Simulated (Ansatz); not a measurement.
**GaH₃O₂ + HF: a complex and its separated parts**

Aim: how far the complex at one end of a reaction step lies below its separated, relaxed parts, level by level.

Computed with Ansatz 0.2.0, Gaussian basis. Level: PBE0-D4/def2-TZVP structures, single points in def2-TZVPP, no counterpoise correction.

Levels: SPW92, PBE-D4, BLYP-D4, r2SCAN-D4, B97M-V, PBE0-D4, B3LYP-D4, r2SCAN0-D4, BHLYP-D4, CAM-B3LYP-D4, wB97X-V, wB97M-V, B2PLYP, PBE-QIDH, RPA on PBE, Hartree-Fock, MP2, CCSD, CCSD(T).

Correlated methods freeze the cores. Filled d shells of the heavier atoms are correlated. B3LYP uses VWN-RPA correlation. B2PLYP carries no dispersion term here.

21 further runs of the same task are left out: 21 set aside as unsound or not needed.

### 1 The system as given

The complex: 8 atoms, charge 0, spin multiplicity 1.

Atoms are counted from 1 here; the program's logs count them from 0.

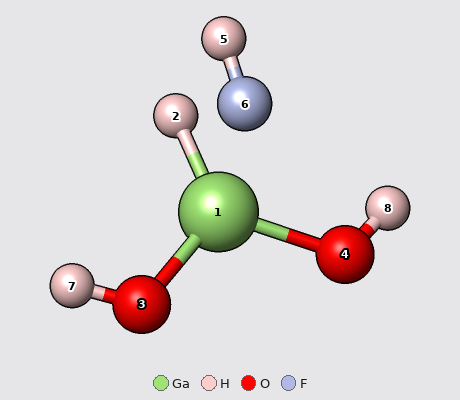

Start geometry, drawn with gallium green, hydrogen pink, oxygen red, fluorine light blue; atoms are numbered from 1 in the order of the file.

Geometry (Å):

```mol
FGaH4O2
  3D, bonds by distance, orders not assigned

  8  6  0  0  0  0  0  0  0  0999 V2000
   -0.1548   -0.4700   -0.2787 Ga  0  0
    1.1478   -1.2213    0.1545 H   0  0
   -0.3454    0.3609   -1.8433 O   0  0
   -1.7133   -0.6196    0.5719 O   0  0
    1.5379    1.2147    1.3651 H   0  0
    0.7209    1.4266    0.9873 F   0  0
    0.4648    0.4151   -2.3520 H   0  0
   -1.6579   -1.1066    1.3952 H   0  0
  1  2  8  0
  1  3  8  0
  1  4  8  0
  3  7  8  0
  4  8  8  0
  5  6  8  0
M  END
```

Its parts: GaH₃O₂ holds atoms 1, 2, 3, 4, 7, 8; HF holds atoms 5, 6. Each part counts its atoms afresh in its own runs.

### 2 Relaxing GaH₃O₂ alone

The input, relax-a/in.yaml:

```yaml
crystal:
  periodic: [false, false, false]
  atoms:
    - {symbol: Ga, position_ang: [-0.154789, -0.470013, -0.278671]}
    - {symbol: H, position_ang: [1.147804, -1.221302, 0.154531]}
    - {symbol: O, position_ang: [-0.345381, 0.360933, -1.843264]}
    - {symbol: O, position_ang: [-1.713338, -0.619590, 0.571858]}
    - {symbol: H, position_ang: [0.464824, 0.415087, -2.352049]}
    - {symbol: H, position_ang: [-1.657869, -1.106612, 1.395247]}
basis:
  gaussian: {orbitals: def2-TZVP}
hamiltonian: {xc: pbe0, dispersion: d4}
relax: {f_tol: 0.005, max_steps: 200}
```

The command line of these runs was not kept.

Further steps of the session: Relaxing HF alone; wB97M-V/def2-TZVPP; CCSD(T)/def2-TZVPP; Vibrations of GaH₃O₂; Vibrations of HF.

**Question.** What will these runs give? Wanted: complex less parts, CCSD(T)/def2-TZVPP; with zero-point energy; largest T1 diagnostic.

**Answer**, as computed:

| quantity | value |
| --- | --- |
| complex less parts, CCSD(T)/def2-TZVPP | -0.186 eV |
| with zero-point energy | -0.147 eV |
| largest T1 diagnostic | 0.015 |

At CCSD(T) the complex lies 0.186 eV below its parts. Among the functionals PBE-D4 lands nearest to CCSD(T) (+0.002 eV) and SPW92 farthest (-0.119 eV). PBE0-D4 is as near within the digits shown. Mean unsigned error by rung: LDA 0.119, GGA 0.017, meta-GGA 0.039, hybrid 0.018, range-separated hybrid 0.026, double hybrid 0.021 eV. PBE-D4 gives a relative energy 0.002 eV too high, inside chemical accuracy (1 kcal/mol, 0.043 eV). No counterpoise was applied, and triple zeta lacks some correlation, so the CCSD(T) reference has a basis error of its own, and close matches with it are partly luck.
